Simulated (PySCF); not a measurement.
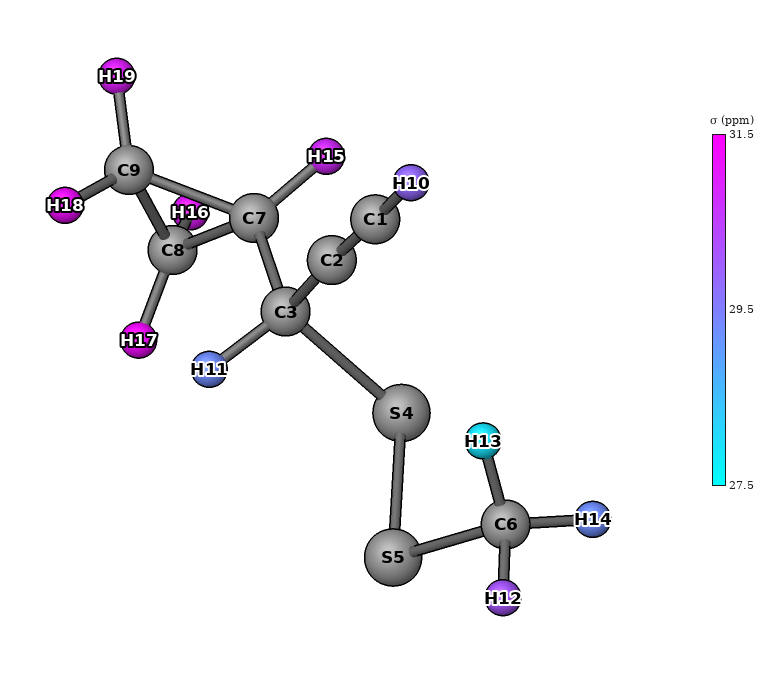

Atoms are coloured by their isotropic NMR shieldings (H only, the others grey). The computed structure is the end point of a GFN2-xTB optimisation. No frequency run is at hand to confirm it as a minimum. Properties computed with GIAO PBE0/pcSseg-1 NMR shielding, non-relativistic, gas phase (PySCF 2.14.0).

Which H atom is the most shielded (lowest chemical shift)?

H17 (31.32 ppm).

Which H atom is the least shielded (highest chemical shift)?

H13 (27.89 ppm).

How wide is the range of H shifts?

3.43 ppm.

Give the isotropic NMR shieldings of the H atoms atom by atom.

```json
{"atom": "H10", "σ (ppm)": "29.84"}
{"atom": "H11", "σ (ppm)": "29.27"}
{"atom": "H12", "σ (ppm)": "30.14"}
{"atom": "H13", "σ (ppm)": "27.89"}
{"atom": "H14", "σ (ppm)": "29.25"}
{"atom": "H15", "σ (ppm)": "30.82"}
{"atom": "H16", "σ (ppm)": "31.07"}
{"atom": "H17", "σ (ppm)": "31.32"}
{"atom": "H18", "σ (ppm)": "31.27"}
{"atom": "H19", "σ (ppm)": "30.99"}
```
